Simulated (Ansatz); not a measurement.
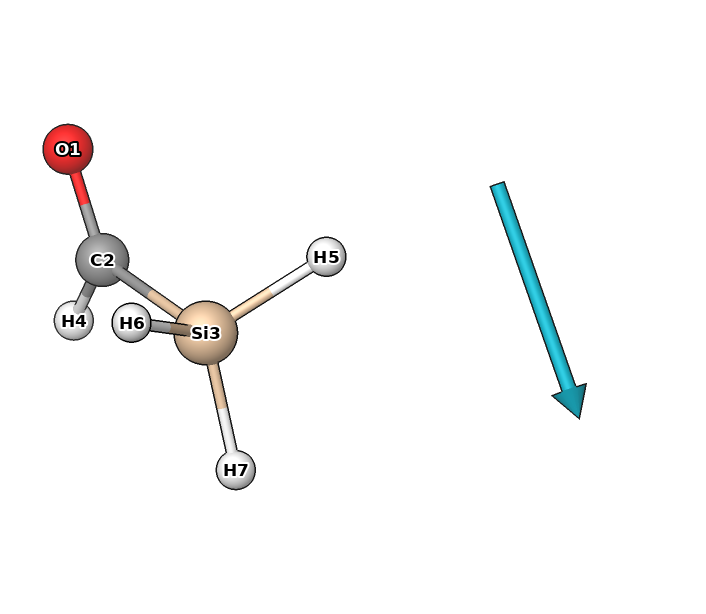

The arrow beside the molecule shows the direction of the dipole moment, from the negative to the positive end (its length means nothing). The computed geometry is a stationary point of PBE0-D4/def2-TZVP, a saddle point of order 1. Method: RKS r2SCAN-D4/def2-TZVPP (Ansatz 0.2.0).

Question: How large is the dipole moment?

Answer: 2.04 D; it points from the side of O1 to the side of H7 (the outermost atoms at the two ends).
